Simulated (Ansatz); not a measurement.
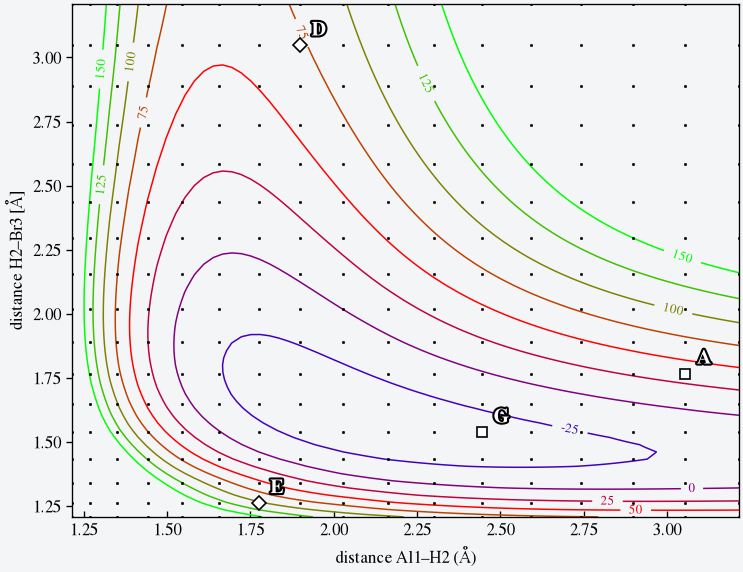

The system Al + HBr, spin multiplicity 2. 
- First axis: distance Al1–H2. Second axis: distance H2–Br3.
- Nothing is relaxed (the angle Al1–H2–Br3 is fixed at 180 degrees).
- The grid has 17 × 17 points.
- All energies are given in kJ/mol relative to Al far from the relaxed HBr (each part in its own basis).
- Computed with Ansatz 0.2.0, UKS PBE0-D4/def2-SVPD.

Drawn: contour lines labelled in kJ/mol (none above 150), dots at the grid points, lettered points. Between grid points the surface is interpolated.

> Rank the lettered points by energy, lowest first.

G (−33 kJ/mol), A (36 kJ/mol), D (72 kJ/mol), E (104 kJ/mol).

> What kind of point is each of A, D, E: minimum, saddle, maximum or slope?

A: on a slope; D: on a slope; E: on a slope. (In these two coordinates alone; a stationary point may lie a little off the grid point.)
